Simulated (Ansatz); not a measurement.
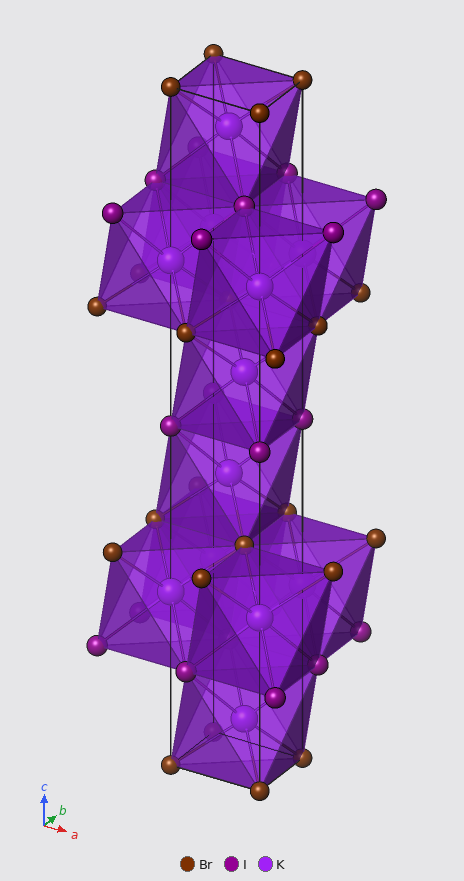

The figure gives a polyhedral picture of the atoms, viewed slightly off an axis. Atoms at the boundary of the conventional unit cell (the box) are drawn once for each face, edge or corner they touch. Some neighbours outside the box are added.

K₂IBr, space group R-3m (No. 166), a = 4.695 Å, b = 4.695 Å, c = 24.524 Å, α = 90.00°, β = 90.00°, γ = 120.00°. Origin of the cell: a structure type filled with these elements by a generator (whether the compound takes this form wasn't checked). The cell was then strained or its atoms displaced on purpose. It was the input of a calculation with Ansatz.

This one geometry was computed with Ansatz (DFT, plane waves, PAW) at three levels of theory: r2SCAN, HSE06 and PBE. It was relaxed with r2SCAN and then strained.

How does the band gap change with the level of theory?

Answer. PBE: a gap of 3.75 eV, direct; r2SCAN: a gap of 4.35 eV, direct; HSE06: a gap of 4.76 eV, direct.

Collect the results in a table.

Answer.
| level | cutoff (eV) | k-mesh of the run's cell | gap (eV) | pressure (GPa) |
| --- | --- | --- | --- | --- |
| r2SCAN | 500 | 6×6×6 | 4.35 | 0.4 |
| HSE06 | 420 | 4×4×4 | 4.76 | 0.7 |
| PBE | 420 | 6×6×6 | 3.75 | 1.0 |

Gaps are taken on the k-mesh or band path of each run.
